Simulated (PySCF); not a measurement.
## A study: Cl2H2Si, SMILES `Cl[SiH2]Cl`

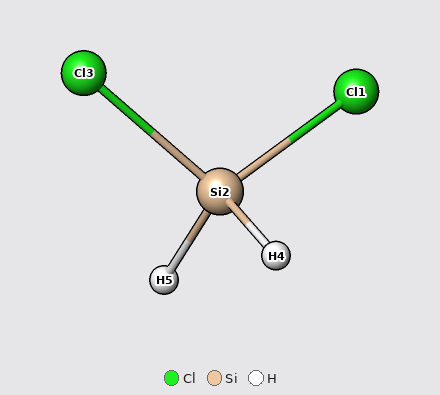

The molecule, with its atoms numbered as below. No frequency check shows the geometry to be a minimum.

Cartesian coordinates (Å):

```
Cl1     -1.6423   -0.4029   -0.0000
Si2      0.0000    0.7550    0.0000
Cl3      1.6423   -0.4029    0.0000
H4      -0.0002    1.5638    1.2093
H5       0.0002    1.5638   -1.2093
```

## 1. Bonding charge

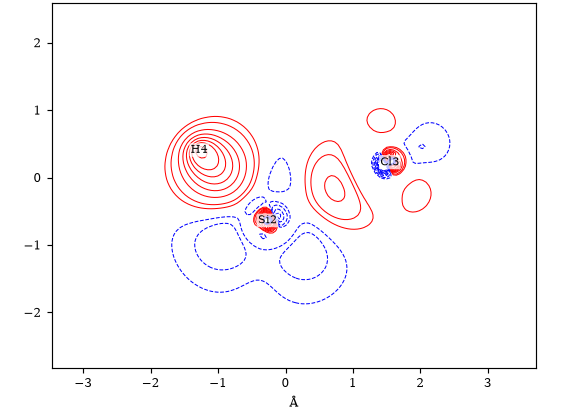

Deformation density (molecule less spherical, spin-averaged free atoms) in the plane of Si2, Cl3 and H4; contours at ±0.05 to ±0.8 e/Å³; solid red lines: gain, dashed blue lines: loss.

Method: PBE0/def2-TZVP; geometry: GFN2-xTB; program: PySCF.

How much density has each bond in this plane gained at its critical point, relative to the free atoms?

Answer. Si2–H4: +0.27 e/Å³ at the bond critical point (bond length 1.46 Å, Mayer order 0.9). Si2–Cl3: +0.08 e/Å³ at the bond critical point (bond length 2.01 Å, Mayer order 1.2); up to 0.6 Å beside the axis the gain reaches +0.22 e/Å³. In all, 1.1 electrons gather in the regions of gain relative to the promolecule. A small or negative value marks a very polar bond, one between electron-rich atoms, whose free-atom densities already overlap strongly, a long bond to a heavier atom, or a closed-shell contact such as a hydrogen bond.

Where do the Hirshfeld charges lie?

Answer. The highest Hirshfeld charge is on Si2 (+0.33 e), the lowest on Cl1 and Cl3 (−0.10 e).

## 2. Bond critical points

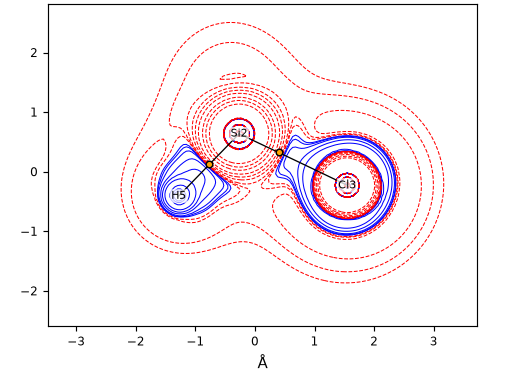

Negative Laplacian of the density (−∇²ρ) in the plane of Si2, Cl3 and H5 (solid blue lines positive, dashed red lines negative, contours at ±0.02 to ±8 a.u.), with bond paths and bond critical points (dots).

At which bond critical points in this plane is charge locally concentrated, and at which depleted?

Answer. At none is it concentrated. Depleted (∇²ρ > 0): Si2–H5 (+0.17 a.u., H = −0.086); Si2–Cl3 (+0.29 a.u., H = −0.055). A positive Laplacian with clearly negative H marks a strongly polar covalent bond, whose critical point lies close to the core of the less electronegative atom.

Where along Si2–Cl3 does the critical point lie?

Answer. 0.73 Å from Si2 and 1.28 Å from Cl3.

## 3. Local ionisation energy

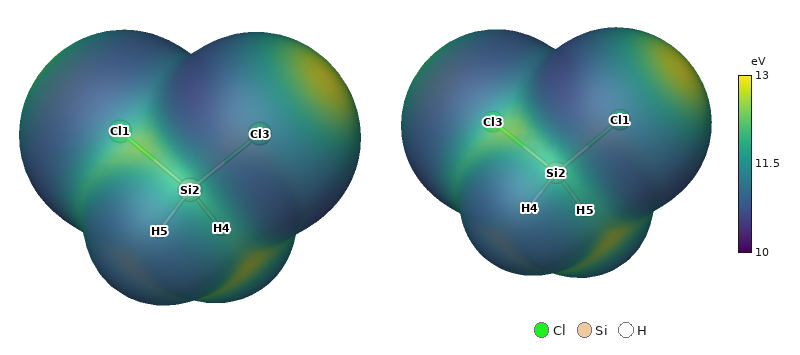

Average local ionisation energy on the surface of electron density 0.001 a.u. (back view left, front view right).

Locate the minima of the map.

Answer. The lowest value is 10.7 eV, 2.1 Å from Cl1, and at like points elsewhere. For comparison, the highest occupied orbital lies at −9.1 eV.

What volume does the surface enclose, and what is the dipole moment?

Answer. About 102 Å³; the dipole moment is 1.0 D.

## 4. Excited states

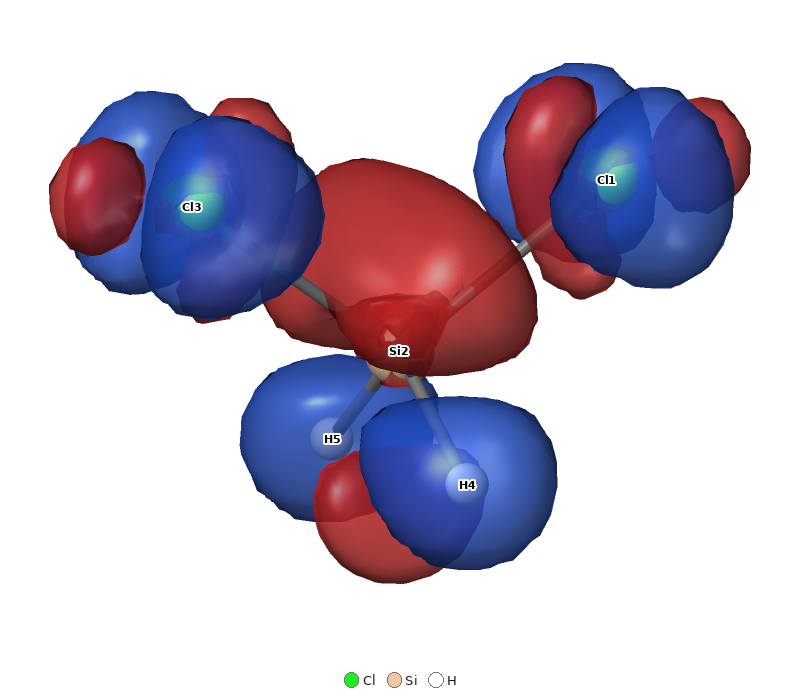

Unrelaxed difference density of S₂ less the ground state (full linear response singlet states), ±0.03 e/Å³; red: gain, blue: loss.

Method: CAM-B3LYP/6-31G*; geometry: GFN2-xTB; program: PySCF. Without diffuse functions Rydberg states are missing, so the states' numbers hold for this basis only.

How does the charge move on excitation?

Answer. 0.73 e is displaced in all, of which about 0.3 e passes between atoms: Cl1 and Cl3 (0.10 e each) and H4 and H5 (0.06 e each) lose electrons and Si2 (0.32 e) gains them. The state: 8.07 eV (154 nm), f = 0.007, partly diffuse acceptor orbital, which a basis without diffuse functions describes poorly; the leading pair carries 98 %; hole on Cl1 and Cl3 (30 % each), Si2 (16 %) and H4 and H5 (12 % each), electron on Si2 (48 %), Cl1 and Cl3 (20 % each) and H4 and H5 (6 % each) (atom shares of so diffuse an orbital are rough); their centroids lie 0.1 Å apart; S₁ lies within 0.1 eV of it.

## 5. In an electric field

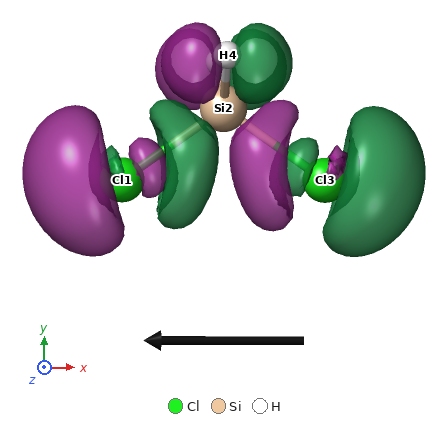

Change of the electron density in a uniform field of 0.21 V/Å along −x (arrow), surfaces at ±0.0015 e/Å³ (green: gain, purple: loss).

Level of theory: TPSSh/def2-SVPD (PySCF), at a geometry from GFN2-xTB.

The field was applied in both directions; the picture shows the one opposite to the script's first.

How large is the response?

Answer. The induced dipole is 0.62 D (along the field); α along this axis, from the fields in both directions, is 61 bohr³ (9.1 Å³).

## 6. Removing or adding an electron

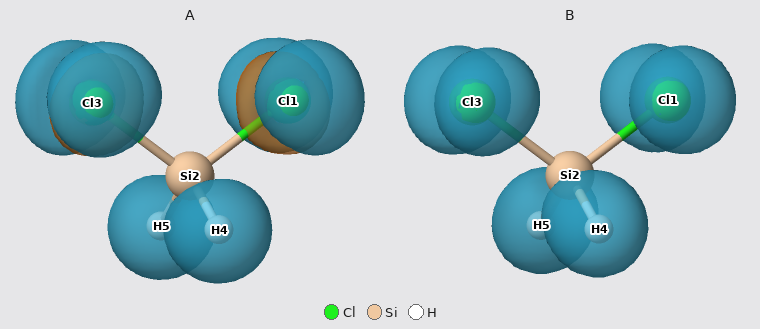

The Fukui function f⁻ from two separate SCF calculations and the density of the HOMO, at ±0.02 e/Å³ (light blue positive, orange negative).

PySCF calculation, PBE0/6-31+G*, gas phase; geometry: GFN2-xTB.

Which panel is which, and how good is the frozen-orbital picture?

Answer. A is f⁻ (it has negative regions), B the HOMO density. The HOMO lies on Cl1 and Cl3 (30 % each), Si2 (16 %) and H4 and H5 (12 % each); f⁻ (Hirshfeld-condensed) is largest on Cl1 and Cl3 (0.30 each); the vertical ionisation energy is 11.39 eV. Relaxation shifts 1 % of the electron between atoms. The orbital energy is −9.20 eV.

## 7. Localised orbitals

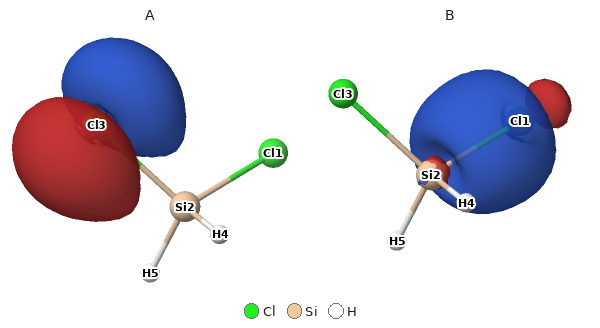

Intrinsic bond orbitals (IBO), occupied; each surface holds about 85 % of the orbital's density. Energies are diagonal elements of the Fock matrix.

Method: CAM-B3LYP/def2-SVP; geometry: GFN2-xTB; program: PySCF.

Name the orbitals, with their atomic make-up and energies.

Answer. By panel:
- A: lone pair on Cl3 (p-type) (Cl3 96 %, Si2 3 %; −11.2 eV)
- B: σ bond Cl1–Si2 (Cl1 71 %, Si2 28 %; −19.0 eV)

How do all the valence pairs divide up?

Answer. 10 pairs: 6 lone pairs and 4 σ bonds.
